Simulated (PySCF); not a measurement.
# C4H10FSi (doublet): what the fields show

```xyz
16

F    -2.8335    0.7040    0.7575
C    -2.4376   -0.0715   -0.3073
C    -1.0854   -0.7120   -0.0315
C     0.0327    0.3249    0.0747
C     1.3850   -0.3225    0.3533
Si    2.8021    0.9385    0.4617
H    -2.3986    0.5922   -1.1778
H    -3.2185   -0.8265   -0.4479
H    -0.8706   -1.4123   -0.8418
H    -1.1475   -1.2774    0.9012
H     0.0839    0.8915   -0.8589
H    -0.2125    1.0268    0.8745
H     1.6009   -1.0435   -0.4423
H     1.3238   -0.8971    1.2796
H     2.9004    1.7682   -0.7335
H     4.0678    0.3257    0.8451
```

Geometry: GFN2-xTB.

Theory: PySCF 2.14.0, density-fitted response routines, UKS B3LYP, pcH-1 on C F H Si, non-relativistic, mean-field spin-orbit, GIAO.

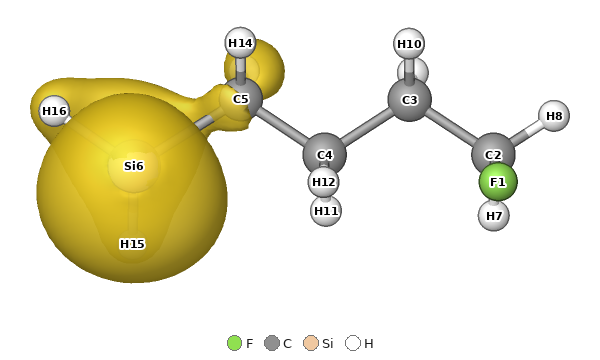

Figure 1. Isosurface of the spin density at +0.015 e/Å³ (yellow), seen across its widest extent.

Q: Which atoms carry the spin?

A: The unpaired spin (1 electron) lies mostly on Si6 (about 0.8), in electrons by Hirshfeld's partition.

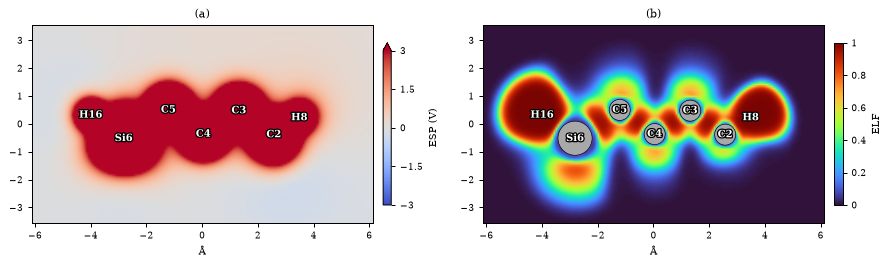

Figure 2. (a) electrostatic potential; (b) ELF on the plane of atoms C3, C4 and C5. Grey discs cover the atomic cores in the ELF map.

Q: What do the fields say about this system?

A:
- The section cuts through C, Si and H sites.
- C–C (1.52 Å): the ELF peaks at about 0.95 between the atoms, as expected for a shared electron pair.
- C–Si (1.90 Å): the ELF peaks at about 0.95 between the atoms (a shared electron pair).
- C–H (1.10 Å): the ELF climbs to about 1 towards the hydrogen, as it does in any bond to H; a covalent bond by its length.
- Si–H (1.46 Å): the ELF climbs to about 1 towards the hydrogen.
- The potential has no marked negative region in this plane.

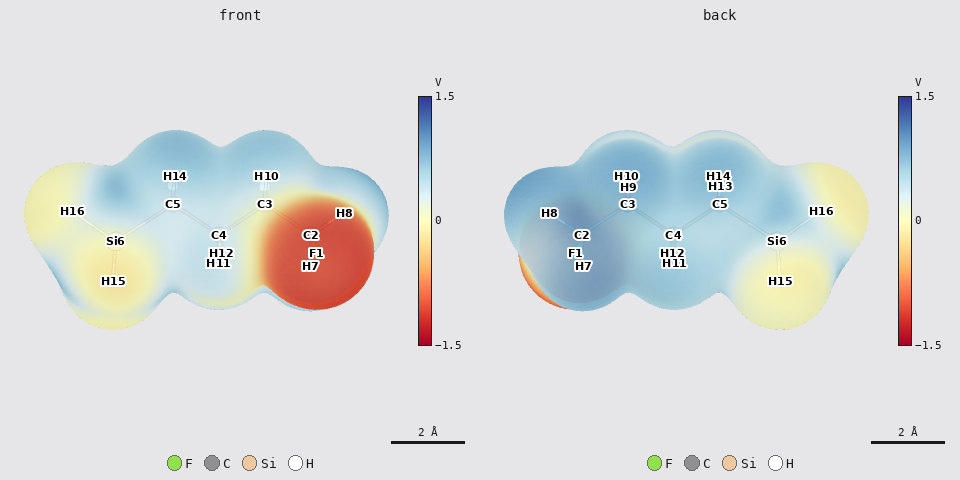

Figure 3. The molecular electrostatic potential painted on the density surface at 0.002 e/bohr³, seen from the front and from behind; red is negative and blue positive.

Q: Which sites attract a positive test charge, and which a negative one?

A: A positive charge is drawn to the negative regions and a negative charge to the positive ones. The most negative region (about −1.1 V) lies over F1, the most positive (about +0.9 V) over C2, H7 and H8.
